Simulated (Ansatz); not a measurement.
Base system: ZnO in the wurtzite structure (space group P6_3mc, No. 186; a = 3.2352 Å, c = 5.2114 Å). Axes: x lies along a and z along c of the hexagonal cell.

Modification: the symmetric strain tensor [0.0203 0.0032 -0.0198; 0.0032 -0.0195 -0.0081; -0.0198 -0.0081 -0.0035]; the atoms relax in the strained cell.

Level of theory: r2SCAN/PAW in Ansatz (a first-principles code), no SOC.

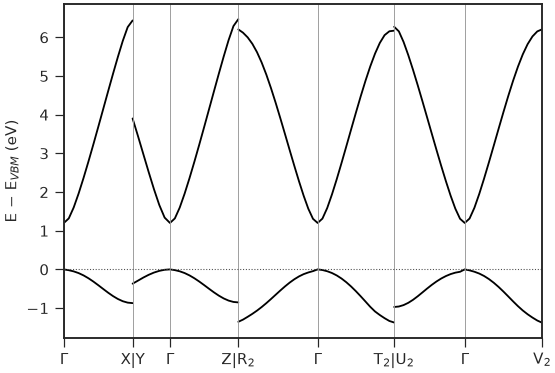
Figure. Highest valence and lowest conduction band along the path of the changed cell's own zone

The gap is 1.20 eV, direct at Γ; the base has 1.24 eV.

Whether these cells are dynamically stable was not tested. k-point labels follow each cell's own Brillouin zone.
